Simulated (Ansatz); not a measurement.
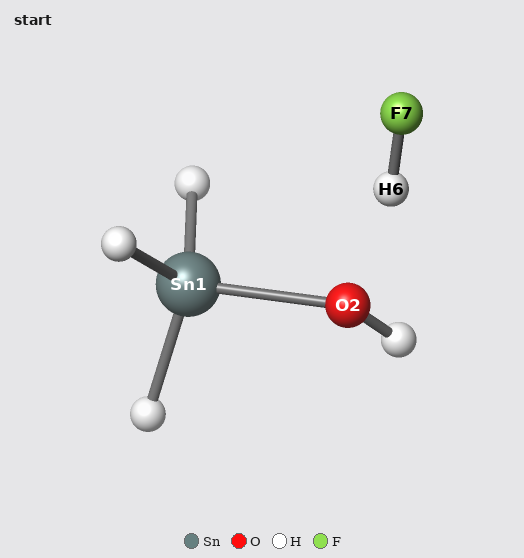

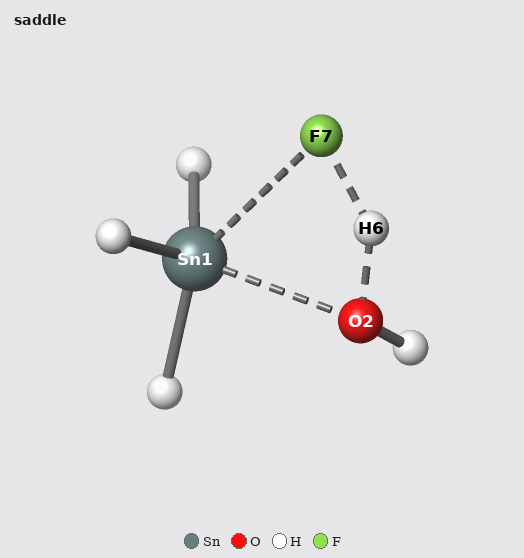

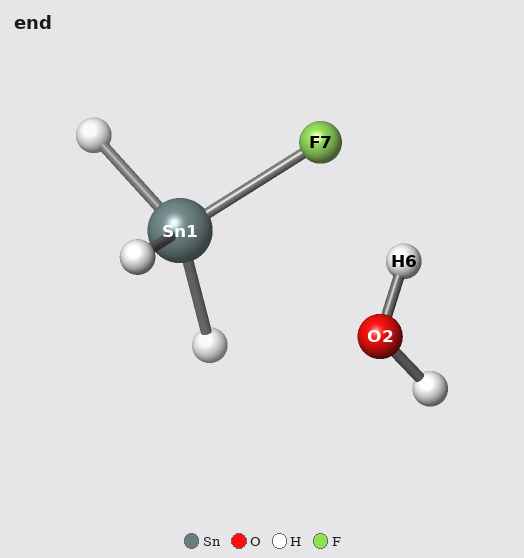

A saddle point and the two end points reached downhill from it. Broken sticks mark bonds that form or break. Charge 0, singlet. Geometries: PBE0-D4/def2-TZVP; all other levels are single points on them, and energies count from the start as drawn. Program: Ansatz 0.2.0, core potentials on Sn. In CBS estimates cores are frozen, and CCSD(T) − MP2 is taken in the smaller basis.

Which bonds form and which break from start to end?

Answer. Formed: Sn1–F7, O2–H6; broken: Sn1–O2, H6–F7. At the saddle point Sn1···F7 is 2.27 Å, O2···H6 is 1.12 Å, Sn1···O2 is 2.16 Å, H6···F7 is 1.24 Å.

Give the electronic barrier and the reaction energy from start to end in kJ/mol (no zero-point energy) with CCSD(T)/CBS (MP2 limit from def2-TZVPP and def2-QZVPP plus CCSD(T) − MP2); r2SCAN-D4/def2-TZVPP; ωB97X-V/def2-TZVPP.

| level | barrier | reaction energy |
| --- | --- | --- |
| CCSD(T)/CBS (MP2 limit from def2-TZVPP and def2-QZVPP plus CCSD(T) − MP2) | 46.6 | −20.6 |
| r2SCAN-D4/def2-TZVPP | 31.1 | −25.2 |
| ωB97X-V/def2-TZVPP | 42.5 | −25.4 |
